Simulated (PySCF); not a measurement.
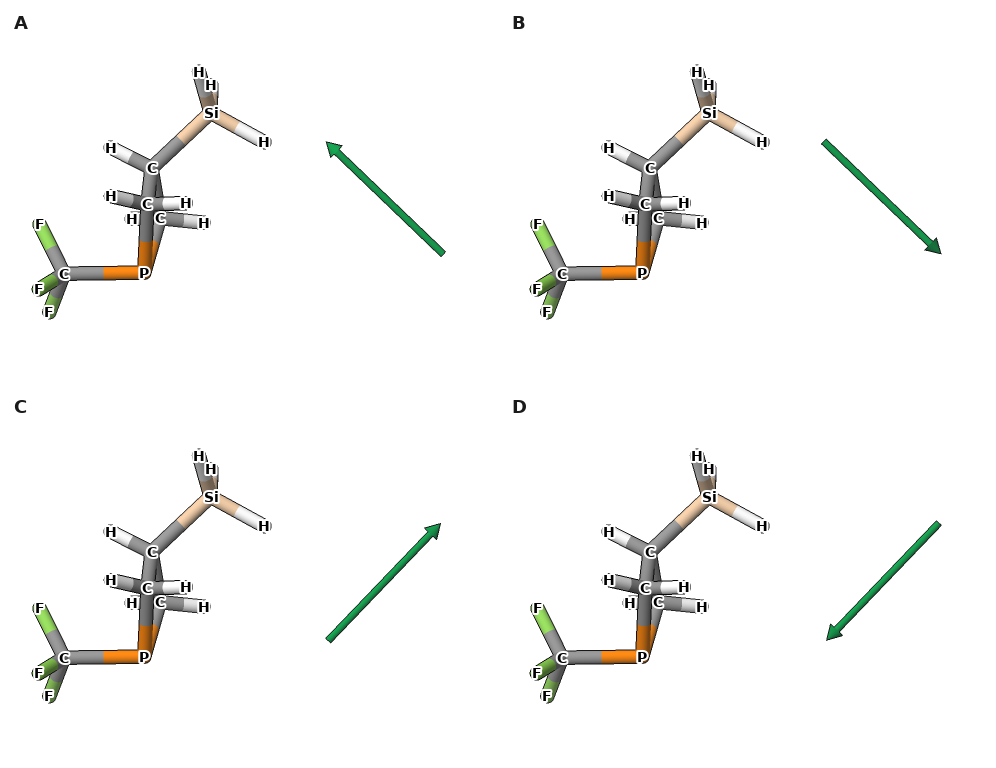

The same molecule four times, each with an arrow. The computed structure is the end point of a GFN2-xTB optimisation. No frequency run is at hand to confirm it as a minimum. Level of theory: PBE0/pcSseg-1, gas phase (PySCF 2.14.0).

Which arrow points along the dipole moment, from the negative to the positive end?

Answer. C. The dipole moment is 2.20 D.

The geometry is semi-empirical. Around P, Si such bond lengths and angles can be off by a tenth of an ångström or more and by several degrees, and values that hang on the shape move with them.
